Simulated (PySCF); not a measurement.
Ga(Cl)3(NH3), H₃Cl₃GaN, singlet, PBE0/def2-SVP optimised geometry. Atoms within 1.6 Å of the plane z = 0.0 Å (x, y, z in Å): Ga1 (-0.59, -0.17, 0.00), Cl2 (1.57, -0.17, 0.00), Cl3 (-1.57, -1.76, 1.08), Cl4 (-1.57, 1.76, 0.00).

Calculation: PBE0/def2-TZVP (PySCF). Cells within 0.4 Å of a nucleus heavier than hydrogen are left out (blank, or x).

Map of the electrostatic potential (hartree/e), clipped to [-0.08, 0.12] on the plane z = 0.0 Å:

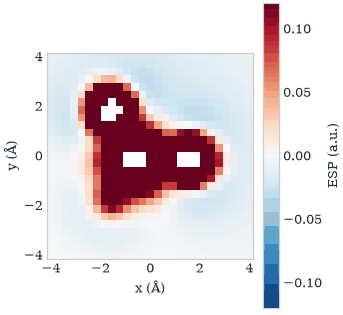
Figure. Electrostatic potential (hartree/e), clipped to [-0.08, 0.12] on the plane z = 0.0 Å.
